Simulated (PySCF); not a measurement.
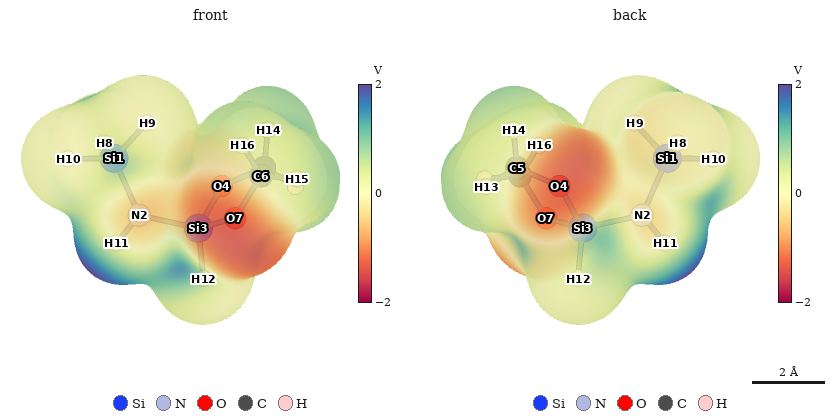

Figure 1: C$_{2}$H$_{9}$NO$_{2}$Si$_{2}$ (SMILES [SiH3]N[SiH]1OCCO1). The electrostatic potential painted on the density surface at 0.002 e/bohr³, seen from the front and from behind; the colour scale runs from red (negative) to blue (positive).

Geometry: PBE0-D3(BJ)/def2-SVP.

Level of theory: CAM-B3LYP/def2-SVPD, SCF density, gas phase in PySCF.

```xyz
16

Si    2.4090    0.1411    0.7375
N     1.5821   -0.6291   -0.5987
Si   -0.1102   -0.8614   -0.7162
O    -0.7056   -0.9515    0.8496
C    -1.8297   -0.1068    0.9957
C    -1.7020    1.0030   -0.0583
O    -1.0656    0.4350   -1.1843
H     2.6740   -0.7815    1.8831
H     1.5887    1.2849    1.2320
H     3.7228    0.6506    0.2393
H     2.1615   -1.0572   -1.3142
H    -0.3761   -2.0032   -1.6223
H    -2.7580   -0.6876    0.8415
H    -1.8518    0.3033    2.0177
H    -2.6870    1.4012   -0.3497
H    -1.0984    1.8428    0.3338
```

Which sites attract a positive test charge, and which a negative one?

A positive charge is drawn to the negative regions and a negative charge to the positive ones. The most negative region (about −1.4 V) lies over O4 and O7, the most positive (about +1.9 V) over H11.
